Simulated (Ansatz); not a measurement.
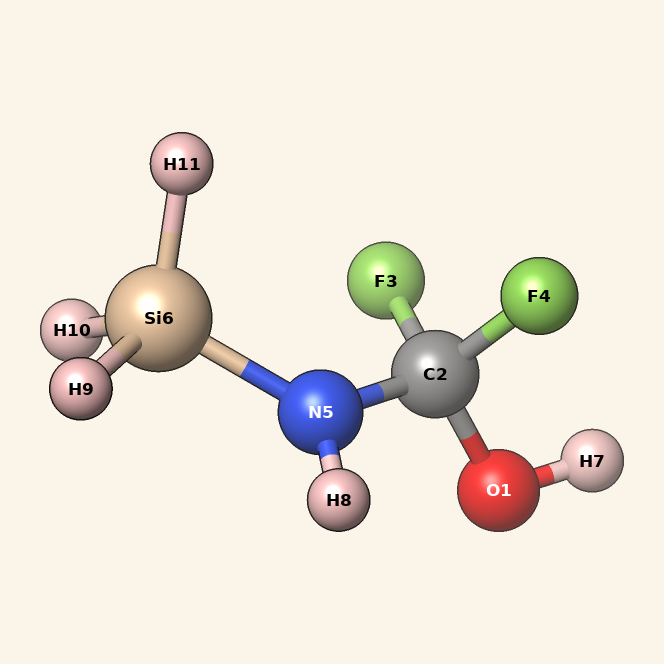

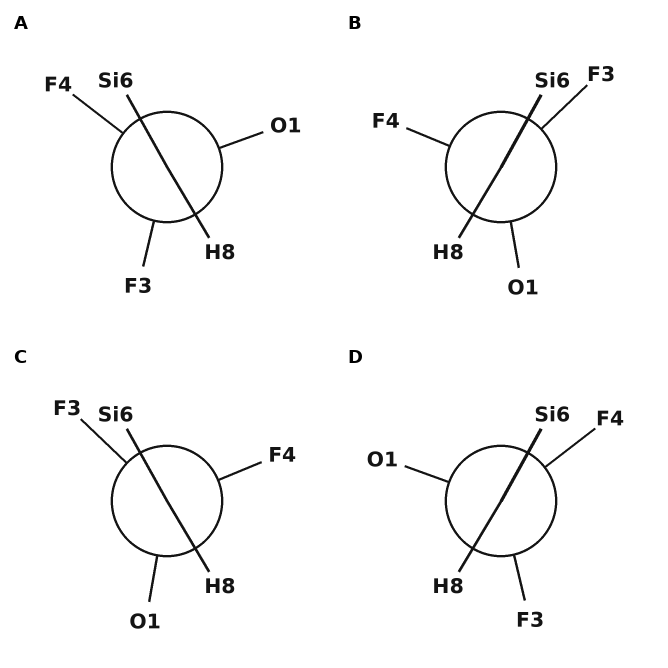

Distant atoms are faded towards the background colour. Bonds that would overlap in a projection are set slightly apart. The geometry was computed by an optimisation with PBE-D4/def2-SVP. No frequency run is at hand to confirm it as a minimum.

Question: Which Newman projection shows the view along N5–C2, with N5 in front?

Answer: C. The torsion angle Si6–N5–C2–F3 is −17°, synperiplanar.
